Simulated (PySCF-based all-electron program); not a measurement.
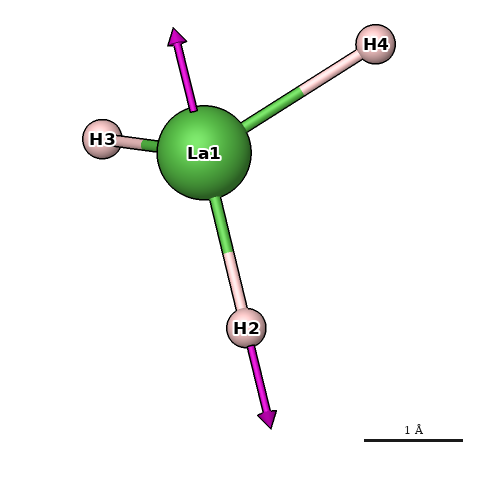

Arrows show the forces on the atoms, 0.5 Å of arrow for 1 eV/Å; forces under a tenth of the largest aren't drawn. The species is neutral and a spin singlet. Level of theory: PBE, all-electron, scalar-relativistic (Koelling-Harmon), large uncontracted Gaussian sets (PySCF-based all-electron program).

Along which bond is the force strongest?

La1–H2, now 1.883 Å: the forces push its atoms apart, so a first step downhill lengthens it.

List the force components in the frame of the picture (x right, y up, z towards the viewer), in eV/Å.

```csv
atom,Fx,Fy,Fz
La1,−0.43,1.75,−0.30
H2,0.42,−1.74,0.30
H3,−0.01,−0.01,−0.01
H4,0.02,0.00,0.01
```
